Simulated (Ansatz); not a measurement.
```cif
data_structure
_symmetry_space_group_name_H-M 'P 1'
_symmetry_Int_Tables_number 1
_cell_length_a 4.0420
_cell_length_b 4.0420
_cell_length_c 7.7520
_cell_angle_alpha 90.000
_cell_angle_beta 90.000
_cell_angle_gamma 90.000
_cell_volume 126.65
loop_
_atom_site_label
_atom_site_type_symbol
_atom_site_fract_x
_atom_site_fract_y
_atom_site_fract_z
_atom_site_occupancy
Ta1 Ta 0.00000 0.00000 0.74901 1
Ta2 Ta 0.00000 0.00000 0.25099 1
Sn1 Sn 0.50000 0.50000 0.81503 1
Sn2 Sn 0.50000 0.50000 0.18497 1
O1 O 0.00000 0.00000 0.00000 1
O2 O 0.00000 0.00000 0.50000 1
```

Space group P4/mmm; a generated structure, not necessarily the stable one.

All numbers below come from DFT PBE, scalar-relativistic, plane waves, PAW (Ansatz 0.2.0).

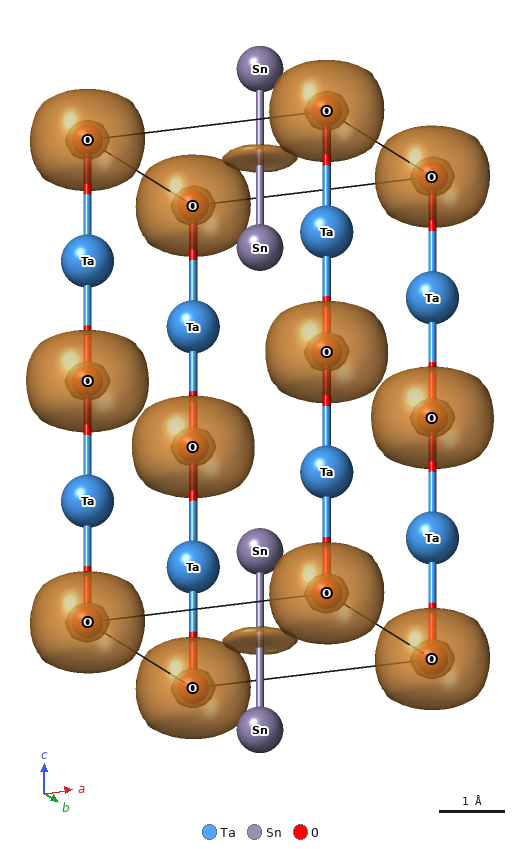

TaSnO. Isosurface of the electron localisation function at 0.65 (orange), seen at an oblique angle. Only the valence region is drawn (cores and ρ < 0.01 e/Å³ removed). Sticks mark near contacts.

In a PAW calculation such maps are meaningful between the atoms, not at the nuclei.

### Identify the bonds, lone pairs and shells in this picture.

The ELF exceeds this value in one region between bonded Sn–Sn atoms and two regions wrapped around O (the valence shell of each), counted in one cell of 6 atoms. Regions shared between cells count once. Along the contacts the grid gives the following. Ta–O (1.93 Å): the ELF peaks at about 0.85 in the valence shell of O, 0.6 Å from its nucleus, and drops to about 0.25 between the two atoms: no shared electron pair shows on this line. Sn–Sn (2.87 Å): the ELF peaks at about 0.70 between the atoms.
